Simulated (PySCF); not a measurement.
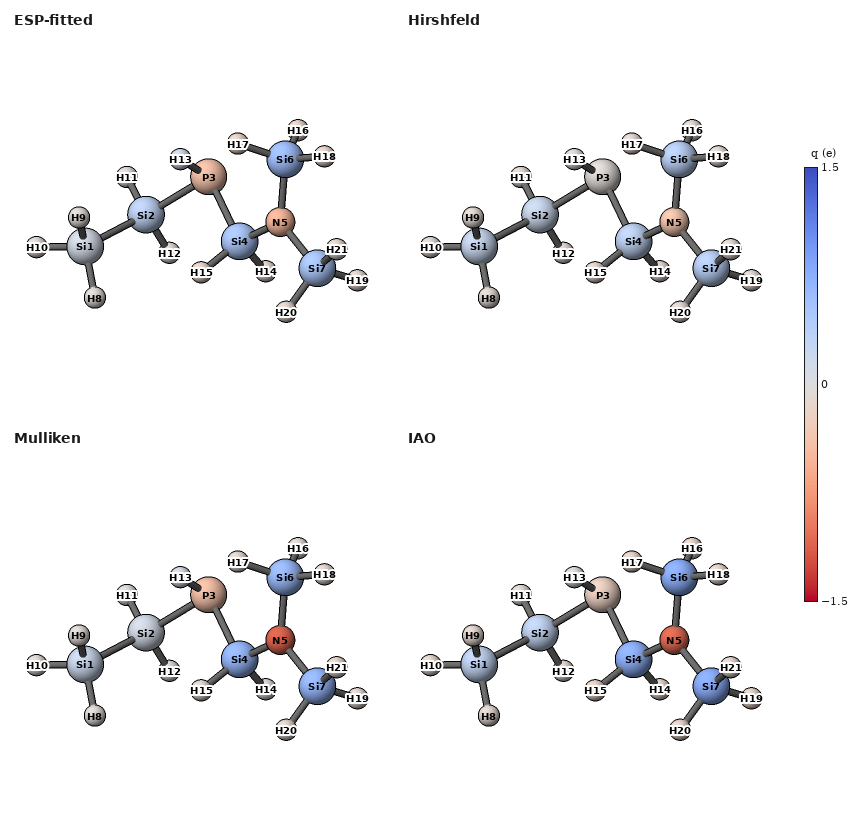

Atomic charges of one calculation by 4 schemes, on one colour scale. Computed geometry: GFN2-xTB optimisation. No frequency run is at hand to confirm it as a minimum. Method: PBE0/pcSseg-1 (PySCF 2.14.0).

Question: Which scheme gives the most polar picture (largest mean size of the charges)?

Answer: The IAO charges are the largest in size here, and the Hirshfeld charges the smallest.

Question: On which atom do the schemes disagree most?

Answer: On N5 (from −1.08 to −0.35 e).

List the charges (e), one line for each set of equivalent atoms.

```tsv
atom	ESP-fitted	Hirshfeld	Mulliken	IAO
Si1	0.10	0.21	0.19	0.28
Si2	0.31	0.19	0.11	0.27
P3	−0.39	−0.06	−0.40	−0.21
Si4	0.48	0.30	0.64	0.71
N5	−0.50	−0.35	−1.08	−1.03
Si6	0.57	0.34	0.62	0.73
Si7	0.46	0.35	0.64	0.74
H8	−0.04	−0.07	−0.05	−0.09
H9	−0.04	−0.07	−0.05	−0.09
H10	−0.05	−0.07	−0.05	−0.09
H11	−0.07	−0.07	−0.01	−0.08
H12	−0.07	−0.07	−0.01	−0.09
H13	0.14	−0.01	0.09	0.00
H14	−0.08	−0.08	−0.06	−0.13
H15	−0.13	−0.09	−0.06	−0.14
H16	−0.12	−0.08	−0.06	−0.13
H17	−0.14	−0.08	−0.09	−0.14
H18	−0.11	−0.07	−0.09	−0.12
H19	−0.11	−0.08	−0.08	−0.14
H20	−0.10	−0.08	−0.09	−0.13
H21	−0.09	−0.07	−0.09	−0.12
```

The geometry is semi-empirical. Around P, Si such bond lengths and angles can be off by a tenth of an ångström or more and by several degrees, and values that hang on the shape move with them.
